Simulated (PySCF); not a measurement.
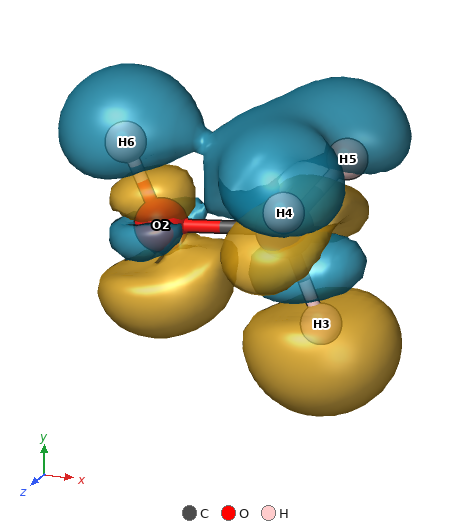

CH4O, SMILES `CO`. Change of the electron density in a uniform field of 0.26 V/Å, surfaces at ±0.0015 e/Å³ (yellow: gain, teal: loss).

PySCF calculation, ωB97X/6-311+G**, gas phase; geometry: GFN2-xTB. No frequency check shows the geometry to be a minimum. The basis has diffuse s and p functions alone, which still leaves polarisabilities too small, most of all across bonds.

Coordinates in Å:

```
C1       0.6597    0.0200    0.0001
O2      -0.7392   -0.1228   -0.0000
H3       1.0734   -0.9866   -0.0062
H4       1.0137    0.5436    0.8946
H5       1.0127    0.5544   -0.8889
H6      -1.1443    0.7507    0.0004
```

The field was applied in both directions; the picture shows the one opposite to the script's first.

> Along which Cartesian direction does the field point?

Along +y: electrons gather on the −y side, against the field.

> What dipole is induced, and what polarisability does it imply?

The induced dipole is 0.23 D (along the field); α along this axis, from the fields in both directions, is 18 bohr³ (2.6 Å³).

Cost of the run: 14 s on 1 thread of Arm Neoverse V1, with other jobs on the host, peak memory 0.32 GiB.
